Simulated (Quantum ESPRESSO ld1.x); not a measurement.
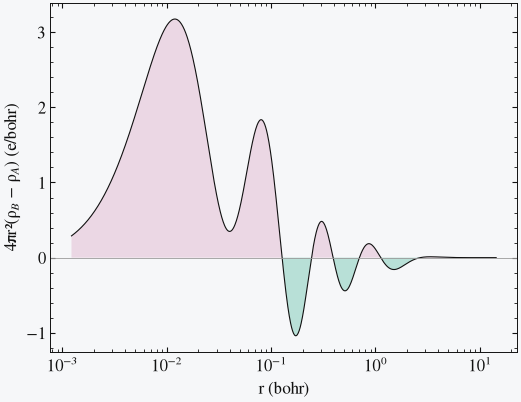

Nb⁺ (Z = 41, 40 electrons) in [Kr] 4d4 was computed at two levels of relativity: the Dirac run; the non-relativistic run. Computed with Quantum ESPRESSO ld1.x 7.5. Models: Dirac Kohn-Sham, PBE, spin-unpolarised, spherical densities, point nucleus and non-relativistic Kohn-Sham, PBE, spin-unpolarised, spherical densities, point nucleus.

The plot shows the radial density of run B less that of run A; on the logarithmic r axis, areas aren't charges.

Question: Which run is A and which is B? Where does the charge move?

Answer: A is the non-relativistic run; B is the Dirac run. B holds 0.28 electrons more than A where the difference is positive (most at r = 0.012 bohr) and 0.28 electrons fewer where it is negative (most at r = 0.17 bohr), with no net change. Relativity draws the inner s and p1/2 density in, so the more relativistic run gains charge close to the nucleus.
